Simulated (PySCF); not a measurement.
SMILES C(=C/C#N)/c1ccco1, GFN2-xTB optimised geometry. Atoms within 1.6 Å of the plane z = 0.0 Å (x, y, z in Å): N1 (1.14, -3.32, 0.00), C2 (0.12, -2.79, 0.00), C3 (-1.14, -2.19, 0.00), C4 (-1.37, -0.86, 0.00), C5 (-0.38, 0.18, 0.00), C6 (1.00, 0.18, 0.00), C7 (1.39, 1.53, 0.00), C8 (0.24, 2.26, 0.00), O9 (-0.83, 1.46, 0.00), H10 (-1.97, -2.88, 0.00), H11 (-2.39, -0.50, 0.00), H12 (1.63, -0.68, 0.00), H13 (2.39, 1.91, 0.00), H14 (0.06, 3.32, 0.00).

Level of theory: PBE/def2-TZVP in PySCF. Cells within 0.4 Å of a nucleus heavier than hydrogen are left out (blank, or x).

Map of the deformation density (molecule minus spherical neutral atoms) (e/bohr³) on the plane z = 0.0 Å:

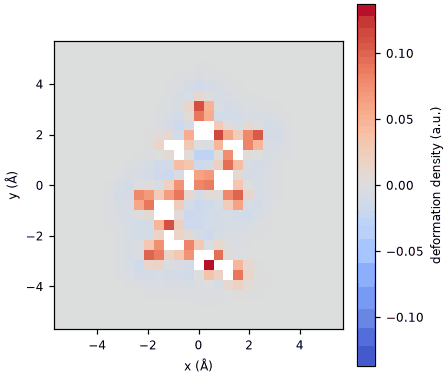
Figure: Deformation density (molecule minus spherical neutral atoms) (e/bohr³) on the plane z = 0.0 Å.
